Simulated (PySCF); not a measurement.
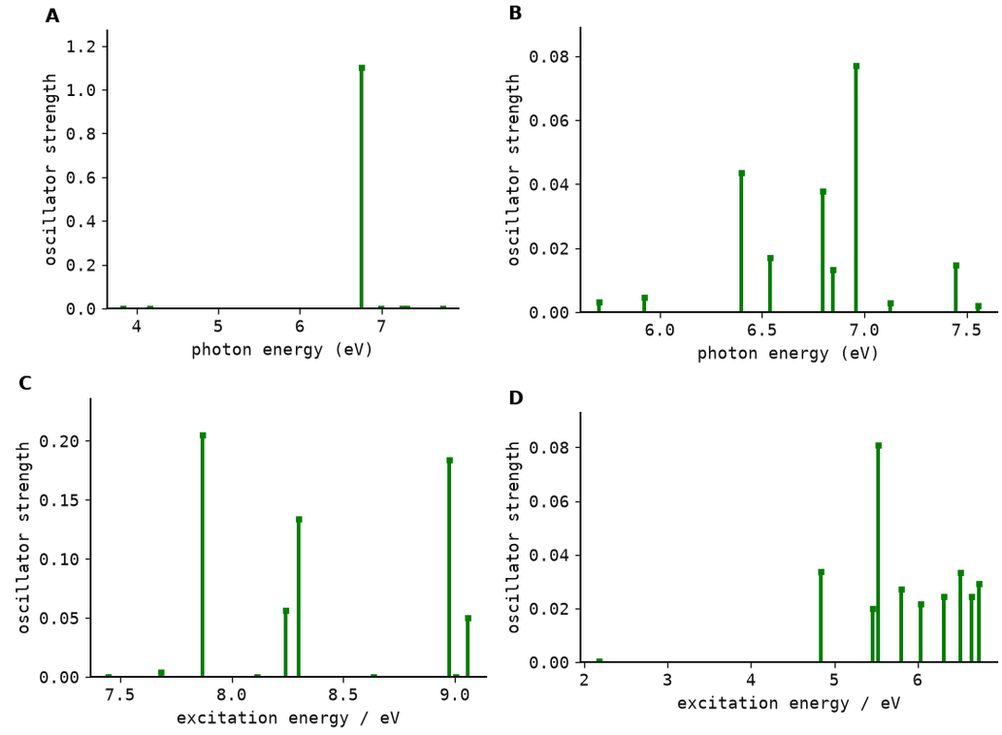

Vertical TDDFT excitations, ωB97X-D/def2-SVPD in PySCF 2.14.0, at a PBE0-D3(BJ)/def2-SVP geometry (no frequency check), gas phase. Each panel shows the lowest singlet states that were computed.

Question: Which panel belongs to which molecule?
1. C₃H₁₁NSSi, SMILES CS[SiH2]N(C)C
2. C₂H₁₀SSi₃, SMILES CC(=S)[SiH2][SiH2][SiH3]
3. BNH₂Cl₂ (BCl2(NH2)), SMILES NB(Cl)Cl
4. CS₂, SMILES S=C=S

Answer: A: 4 (S1 at 3.83 eV, brightest at 6.75 eV)
B: 1 (S1 at 5.70 eV, brightest at 6.96 eV)
C: 3 (S1 at 7.45 eV, brightest at 7.87 eV)
D: 2 (S1 at 2.18 eV, brightest at 5.53 eV)

Limits of at least one run: core orbitals are frozen in the response; one conformer of a flexible molecule.
